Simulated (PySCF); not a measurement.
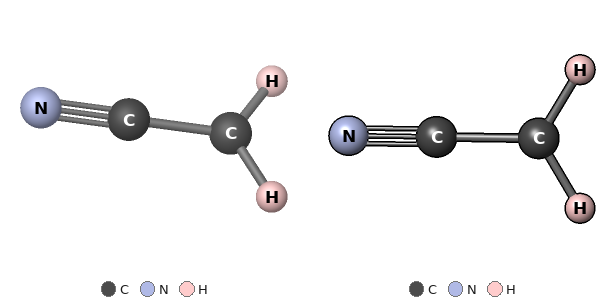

Both panels show the same species.

The species has charge −1 and is a spin singlet. The computed structure is the end point of a PBE0-D3(BJ)/def2-SVP optimisation. No frequency run is at hand to confirm it as a minimum.

Which formula does it have?

C₂H₂N⁻, 5 atoms: 2 carbon, 2 hydrogen and 1 nitrogen.

Give a SMILES string for it.

[CH2-]C#N

The parts below concern this one geometry. Atoms keep their numbers from picture to picture.

## Bond orders

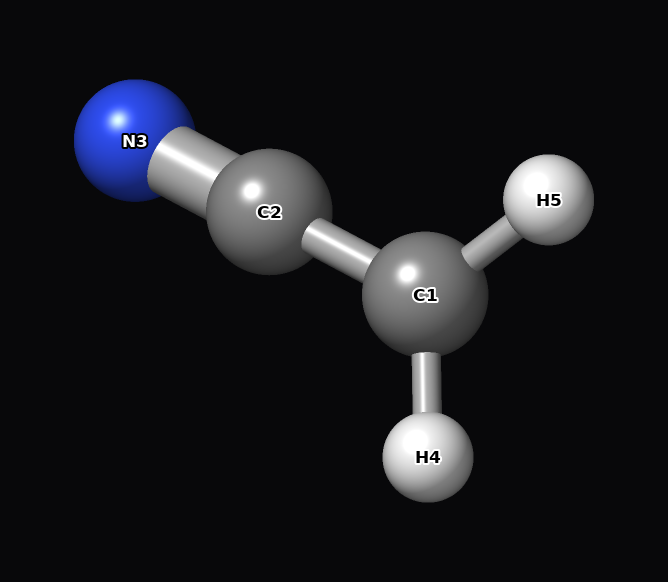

The thickness of each stick grows with its Mayer bond order. No frequency run is at hand to confirm it as a minimum. Level of theory: PBE0/pcSseg-1 (PySCF 2.14.0).

Which bond has the lowest Mayer bond order?

C1–H4 and C1–H5, 0.96, at 1.093 Å.

List the Mayer bond orders of C1–C2, C1–H4, C2–N3 (one bond of each equivalent set).

```
 bond  Mayer order  length (Å)
C1–C2         1.37       1.379
C1–H4         0.96       1.093
C2–N3         2.90       1.187
```

## Electronic properties

No frequency run is at hand to confirm it as a minimum. Properties computed with ωB97X-D/def2-SVPD, gas phase (PySCF 2.14.0).

What does the calculation give?

- HOMO energy (Kohn–Sham orbital): −1.03 eV
- mean static polarisability: 42.9 bohr³

## Spin–spin coupling

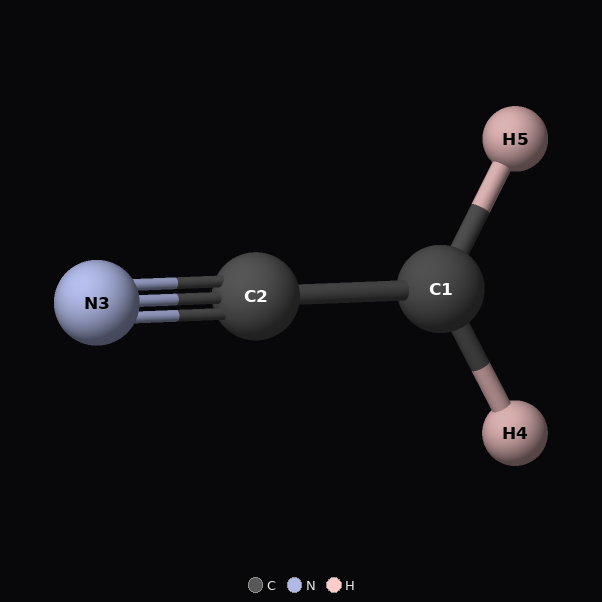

No frequency run is at hand to confirm it as a minimum. Method: B3LYP/pcJ-1 indirect spin-spin coupling, non-relativistic, gas phase (PySCF 2.14.0). Isotopes: 13C, 1H, 15N.

Give the spin–spin coupling constants of these pairs, with the number of bonds between them: C1/H5, C1/H4, C2/H4, C2/H5, H4/H5, N3/H4.

```
  pair  bonds apart  J (Hz)
C1, H5            1   173.8
C1, H4            1   173.5
C2, H4            2     3.6
C2, H5            2     3.7
H4, H5            2    −2.8
N3, H4            3    −1.1
```
